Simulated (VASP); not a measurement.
Band structure of Mg2Sn (antifluorite). These are vdW-DF2, VASP's PBE PAW potentials (set 64) (plane waves; VASP 6.6.1) values and carry that method's errors.

Unless said otherwise, spin-orbit coupling is left out, though it shifts the bands of the heavy elements here.

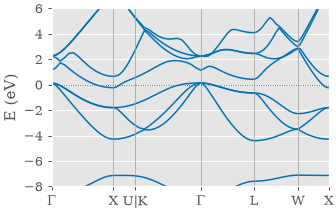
Fig. 1. Bands along high-symmetry lines, zero at the valence-band maximum or, without a gap, the Fermi level

Question: Read the plot: is there a gap, and where are the band edges?

Answer: It has no gap at this level: it comes out as a metal or semimetal. (Edges off the drawn lines would not show.)

Measured: gap 0.36 eV (computed value off by -0.36 eV), as given by Byungki Ryu et al., Journal of the Korean Physical Society (2019), arXiv:1905.06140.

The compound is Mg2Sn in the antifluorite structure. It was relaxed first, which changed the volume by +7 %.
